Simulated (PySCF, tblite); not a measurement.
**C6H18BN: geometry, infrared bands and NMR shifts**

What infrared bands and NMR shifts should C6H18BN (`[BH3-][N+](C)(C)CC(C)C`) show?

The runs use tblite 0.8.0 and PySCF 2.14.0, with density-fitted response routines of our own; the level of theory stands in each step. All values are computed, except where a source is named. Atoms are numbered from 0 throughout.

## Step 1: Starting geometry

26 atoms, charge 0, multiplicity 1; geometry from: force field or distance geometry start.

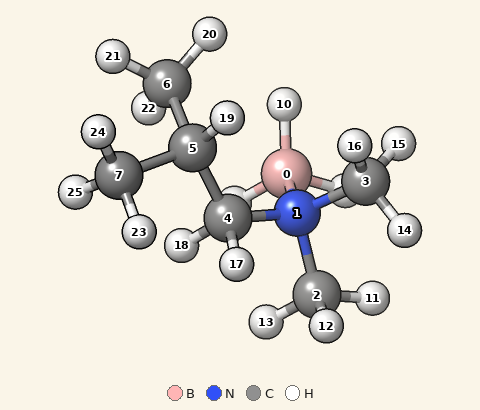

The starting geometry (boron pink, nitrogen blue, carbon grey, hydrogen white), atoms numbered.

## Step 2: Geometry optimisation with GFN2-xTB

The job: settings as JSON, then the geometry in Å.

```
{"job": {"kind": "relax", "xc": "GFN2-xTB", "basis": "xTB"}, "charge": 0, "multiplicity": 1}
B     -1.221800    -0.575600     1.385800
N     -1.070700    -0.023900    -0.044900
C     -2.023500    -0.830500    -0.811500
C     -1.567500     1.318700    -0.090600
C      0.174000    -0.275900    -0.628300
C      1.384400     0.438000    -0.188900
C      1.780800     0.249200     1.249200
C      2.539800    -0.081600    -1.039800
H     -2.406900    -0.545200     1.598700
H     -0.927300    -1.719700     1.437800
H     -0.720600     0.096700     2.211600
H     -3.070000    -0.696100    -0.445500
H     -1.968000    -0.460500    -1.864200
H     -1.680500    -1.865700    -0.823800
H     -2.307100     1.405300    -0.914500
H     -2.083100     1.549500     0.884500
H     -0.822700     2.090500    -0.260900
H      0.076700    -0.154000    -1.753500
H      0.387400    -1.368600    -0.526200
H      1.408500     1.530000    -0.358300
H      1.463500     1.067500     1.934800
H      2.903600     0.265300     1.275200
H      1.491600    -0.740900     1.611100
H      2.092200    -0.124100    -2.088000
H      3.415300     0.592400    -1.015600
H      2.730800    -1.118300    -0.721000
```

Launch:

```console
$ OMP_NUM_THREADS=1 python probes_run.py task.json out
```

This one command runs all jobs of the session in turn.

**Question.** This job is followed by: GFN2-xTB harmonic vibrations, gas phase; GIAO PBE0/pcSseg-1 NMR shielding, non-relativistic, gas phase. Predict these results of the whole session: strongest single infrared mode (GFN2-xTB); zero-point energy (GFN2-xTB); 13C shifts against TMS (PBE0/pcSseg-1, means over atoms taken as alike); 1H shifts against TMS (PBE0/pcSseg-1, means over atoms taken as alike); 11B shifts against BF3·OEt2 (PBE0/pcSseg-1); 15N shifts against NH3 (PBE0/pcSseg-1).

The runs gave:

| quantity | value |
| --- | --- |
| strongest single infrared mode (GFN2-xTB) | 2427 cm⁻¹, 328 km/mol |
| zero-point energy (GFN2-xTB) | 148.2 kcal/mol |
| 13C shifts against TMS (PBE0/pcSseg-1, means over atoms taken as alike) | 74.8, 52.8, 27.3, 26.1 ppm |
| 1H shifts against TMS (PBE0/pcSseg-1, means over atoms taken as alike) | 2.55, 2.48, 2.27, 1.94, 1.05 ppm |
| 11B shifts against BF3·OEt2 (PBE0/pcSseg-1) | -16.5 ppm |
| 15N shifts against NH3 (PBE0/pcSseg-1) | 59.6 ppm |

Over 237 steps the energy fell by 1.213 eV; of the close pairs, B0–N1 changed most, 1.541 to 1.655 Å. All 72 modes are real, so the xTB geometry is a minimum. The strongest single mode, at 2427 cm⁻¹, moves mainly H8. Unscaled tight-binding wavenumbers are off by several per cent, some by more. Its intensities can rank the bands wrongly. C4 (sp3 CH2 bonded to N) lies farthest downfield among carbon, at 74.8 ppm; deshielded by the electronegative neighbour. At PBE0/pcSseg-1: The widest tensor belongs to C2, C3: span 78 ppm, with a paramagnetic part of -115 ppm.
